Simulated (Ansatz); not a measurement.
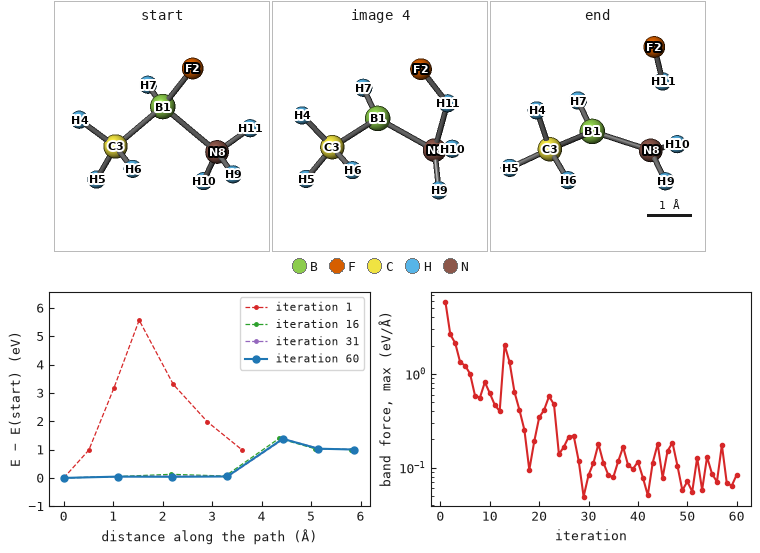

NEB run on CH$_{7}$BFN. Images are numbered from 0 (start) to 6 (end). The plot follows the band through its iterations. The picture is a ball-and-stick view, seen at a tilt.

Method: RKS B3LYP-D4/6-31G* in Ansatz 0.2.0. Settings: 5 movable images; climbing image; force threshold 0.03 eV/Å; iteration limit 60; starting path through a guess of the saddle point.

### How did the profile develop, and is the result final?

The result isn't final. The band hadn't converged when the run stopped after 60 iterations. The largest component of the band force went from 5.9 to 0.084 eV/Å. The barrier read from it is provisional, though the highest image hardly moved in the last two iterations. The first iteration put the highest image at 5.57 eV. The energy climbs by 1.38 eV to image 4 and then falls by 0.38 eV, so the end point sits at +1.00 eV.

Cost: 10 min on 1 thread of Arm Neoverse V2 (shared host), peak memory 0.17 GiB.
